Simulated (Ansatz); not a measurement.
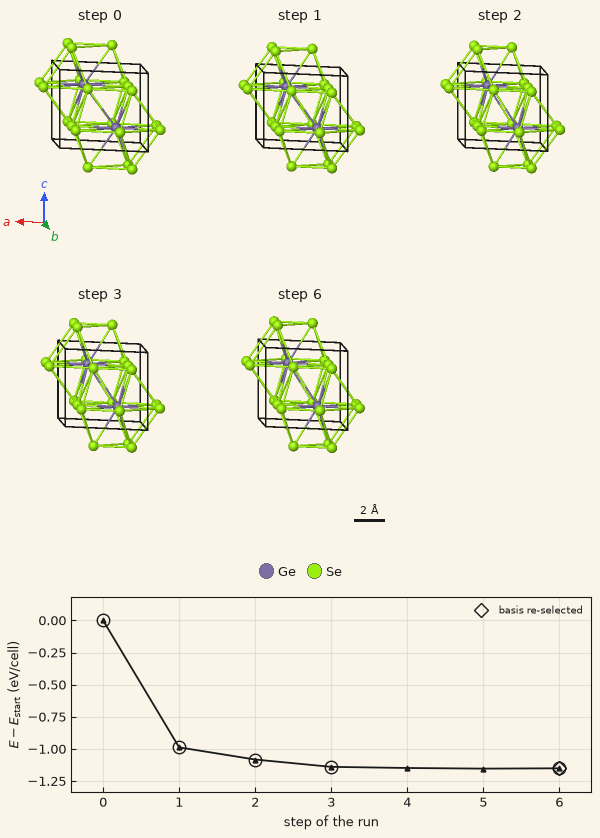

Frames of a relaxation of solid GeSe₃ (built on the Ni3Sn (D0_19)_194 type) (coarse preliminary run), marked on the history of the run. Style: ball-and-stick. Shown: the cell of the calculation, from a free direction.

Case: Ni3Sn (D0_19) type (P6_3/mmc, No. 194).

These are results of Ansatz, DFT PBE, scalar-relativistic, plane waves, PAW, not measurements. Settings: plane-wave cutoff 420 eV; k-point mesh 3 × 3 × 4; occupations gaussian; smearing width 0.1 eV; no spin polarisation; cell and atoms relaxed; force threshold 0.04 eV/Å; at most 70 steps.

Question: Describe the path.

Answer: Over 5 accepted moves (6 points after the start) the energy falls by 1.150 eV per cell of the calculation. The largest force component goes from 0.52 to 0.022 eV/Å. The pressure goes from −7.39 to −0.10 GPa. The SCF was repeated once at an unchanged geometry on a basis and grid sized afresh for the cell, which shifted the energy by 2.5 meV per cell of the calculation at most. The largest moves relative to the cell, 0.11 Å, are those of Se atoms. Ge stays in place. Cell: a = b 6.546 → 6.052 Å (−7.5 %), c 5.254 → 5.302 Å (+0.9 %). Volume −13.7 %. Near-neighbour distances that change, for instance: Se–Se 3.267 → 2.833 Å, Ge–Se 3.273 → 3.028 Å, Ge–Se 3.234 → 3.115 Å, Se–Se 3.280 → 3.219 Å. The space group stays P6_3/mmc (No. 194). From step 0 to 1: Se atoms move most (0.08 Å), volume −13.1 %, energy −0.987 eV per cell of the calculation. From step 1 to 2: Se atoms move most (0.07 Å), volume −2.9 %, energy −94.6 meV per cell of the calculation. From step 2 to 3: Se atoms move most (0.02 Å), volume +1.3 %, energy −56.9 meV per cell of the calculation. From step 3 to 6: volume +1.0 %, energy −11.3 meV per cell of the calculation.
